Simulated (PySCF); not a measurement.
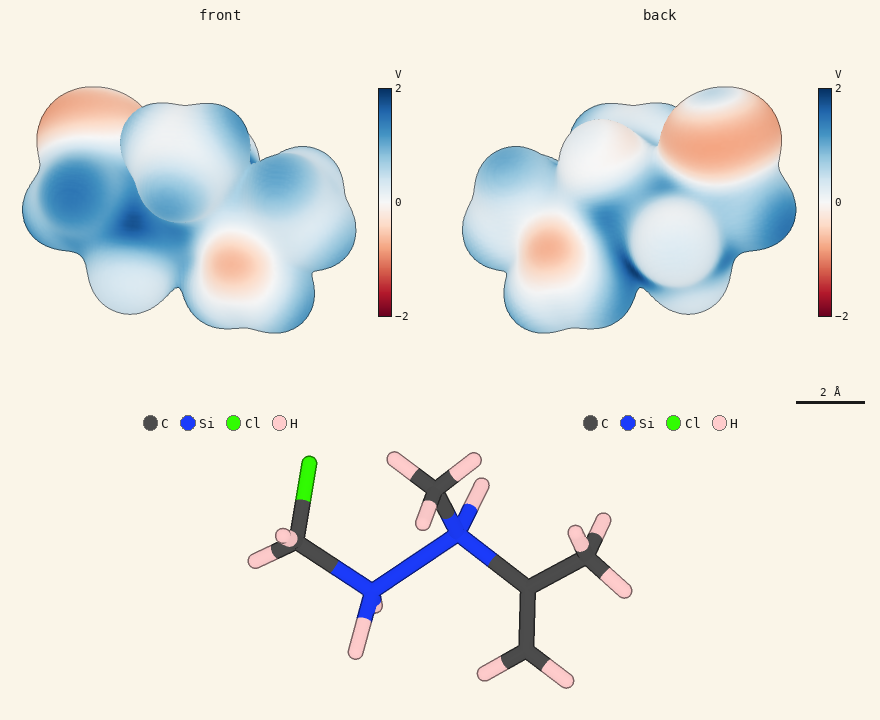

Figure. C₅H₁₃ClSi₂. The molecular electrostatic potential painted on the density surface at 0.004 e/bohr³, seen from the front and from behind; red is negative and blue positive. The bare structure is drawn below in the same view.

Geometry: GFN2-xTB.

Method: PySCF 2.14.0, PBE0/pcSseg-1, SCF density, gas phase, non-relativistic.

```yaml
atoms:
  - { symbol: C, position_ang: [-1.7160, 0.2584, -1.8960] }
  - { symbol: C, position_ang: [-1.7055, 0.0142, -0.5930] }
  - { symbol: C, position_ang: [-2.9773, 0.0066, 0.1993] }
  - { symbol: Si, position_ang: [-0.1075, -0.3481, 0.3695] }
  - { symbol: C, position_ang: [0.0495, 0.9400, 1.7718] }
  - { symbol: Si, position_ang: [1.7483, -0.2743, -1.0263] }
  - { symbol: C, position_ang: [3.3156, -0.0160, 0.0496] }
  - { symbol: Cl, position_ang: [3.3165, -1.2041, 1.3835] }
  - { symbol: H, position_ang: [-0.8117, 0.2622, -2.4830] }
  - { symbol: H, position_ang: [-2.6290, 0.4638, -2.4365] }
  - { symbol: H, position_ang: [-3.8431, 0.2048, -0.4297] }
  - { symbol: H, position_ang: [-3.1086, -0.9601, 0.6831] }
  - { symbol: H, position_ang: [-2.9360, 0.7618, 0.9825] }
  - { symbol: H, position_ang: [-0.2996, -1.6664, 1.0118] }
  - { symbol: H, position_ang: [-0.7757, 0.8744, 2.4755] }
  - { symbol: H, position_ang: [0.9658, 0.7870, 2.3346] }
  - { symbol: H, position_ang: [0.0673, 1.9539, 1.3787] }
  - { symbol: H, position_ang: [2.0014, -1.5053, -1.7842] }
  - { symbol: H, position_ang: [1.8405, 0.8219, -2.0055] }
  - { symbol: H, position_ang: [3.3551, 0.9670, 0.5129] }
  - { symbol: H, position_ang: [4.2411, -0.1701, -0.4992] }
```

Which sites attract a positive test charge, and which a negative one?

Answer. A positive charge is drawn to the negative regions and a negative charge to the positive ones. The most negative region (about −0.8 V) lies over Cl8, the most positive (about +1.7 V) over Si6. Cl8 shows a σ-hole: about +0.4 V at the tip opposite its bond, against about −0.4 V on its flanks.

How polar is the molecule by this calculation?

Answer. Its dipole moment is 1.93 D.
